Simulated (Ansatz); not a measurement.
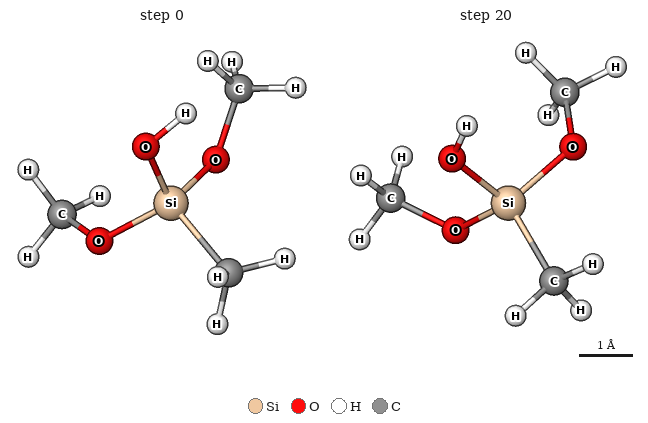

The structure of C3H10O3Si before (left) and after (right) a relaxation, at one scale.

Style: ball-and-stick. Shown at a tilt.

The run prepares the start of a later molecular dynamics calculation, from a guessed geometry.

These are results of RKS B3LYP-D4/6-31G in Ansatz, not measurements.

The input:
```yaml
crystal:
  periodic: [false, false, false]
  atoms:
    - { symbol: Si, position_ang: [0.0, 0.0, 0.0] }
    - { symbol: O, position_ang: [0.0, 0.0, 1.68] }
    - { symbol: H, position_ang: [-0.9095, -0.2814, 2.0171] }
    - { symbol: O, position_ang: [1.5842, 0.0, -0.5594] }
    - { symbol: C, position_ang: [2.3503, -1.1632, -0.836] }
    - { symbol: H, position_ang: [1.7187, -1.9052, -1.3675] }
    - { symbol: H, position_ang: [3.2179, -0.8926, -1.4733] }
    - { symbol: H, position_ang: [2.7141, -1.6023, 0.1163] }
    - { symbol: C, position_ang: [-0.8808, 1.5259, -0.6227] }
    - { symbol: H, position_ang: [-1.9334, 1.2723, -0.8671] }
    - { symbol: H, position_ang: [-0.8624, 2.3106, 0.1622] }
    - { symbol: H, position_ang: [-0.3704, 1.9025, -1.5336] }
    - { symbol: O, position_ang: [-0.7913, -1.3709, -0.5594] }
    - { symbol: C, position_ang: [-1.5365, -2.2685, 0.2501] }
    - { symbol: H, position_ang: [-1.2251, -2.1576, 1.3097] }
    - { symbol: H, position_ang: [-2.6187, -2.04, 0.1571] }
    - { symbol: H, position_ang: [-1.349, -3.3106, -0.083] }
basis:
  gaussian: { orbitals: "6-31G" }
hamiltonian:
  xc: b3lyp
  dispersion: d4
relax:
  f_tol: 0.02
  max_steps: 40
output:
  orbitals: {}
```

Command:
```bash
ansatz run input.yaml --threads 1 --pin off --max-ram 2048MiB --backend cpu --events-out ev --progress --plain --runs-dir out
```

What changed between the two?

H17 moves most after the best rigid fit: 1.08 Å. Largest moves by element: H 1.08 Å, O 1.00 Å, C 0.37 Å, Si 0.27 Å. Near-neighbour distances that change, for instance: O2–H3 1.010 → 0.969 Å, Si1–O13 1.679 → 1.716 Å, O13–C14 1.420 → 1.449 Å, Si1–O4 1.680 → 1.704 Å. Bond angles that change, for instance: Si1–O2–H3 109.5° → 124.7°, O2–Si1–C9 109.5° → 115.2°, O2–Si1–O4 109.4° → 103.9°. Groups turn about Si1–O13 by about 90°, O13–C14 by about 80°, Si1–O4 by about 60°. The energy falls by 13.1 kcal/mol in 17 accepted moves (20 points after the start). Largest force component: 1.8 eV/Å at the start, 0.0037 eV/Å at the end. The line search rejected the trial steps at points 4, 12, 14 of the run.

Limits of the set-up: the basis has no polarisation functions, which atoms past neon need.
